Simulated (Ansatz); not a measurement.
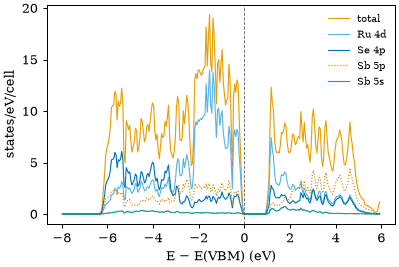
Figure: Total and projected density of states of SbRuSe in space group P2_1/c (No. 14; Sb on 4e, Ru on 4e, Se on 4e), r²SCAN in the plane-wave PAW code Ansatz

Q: Which orbitals carry the states next to the gap?

A: Top 1 eV of the valence band: Ru 4d 61 %, Sb 5p 19 %, Se 4p 14 %. Bottom 1 eV of the conduction band: Ru 4d 52 %, Se 4p 23 %, Sb 5p 14 %, Sb 5s 6 %. Projections are on Löwdin-orthogonalised atomic valence shells; empty p or d shells of many metals are not among them.

Q: Where is the tallest occupied peak in this window, and what makes it?

A: Near -1.5 eV, about 19 states/eV per cell; the largest projected share is Ru 4d.

The workflow started from a Materials Project entry (that database holds measured and hypothetical structures alike); the Crystallography Open Database copy checked does not list it. Its standing as an ambient phase is unchecked. Symmetry was held in the r²SCAN relaxation; whether a distortion lowers the energy is not shown. No spin polarisation was allowed. Spin–orbit coupling is left out wherever it is not named.

Potentials: the later of the program's two PAW sets.
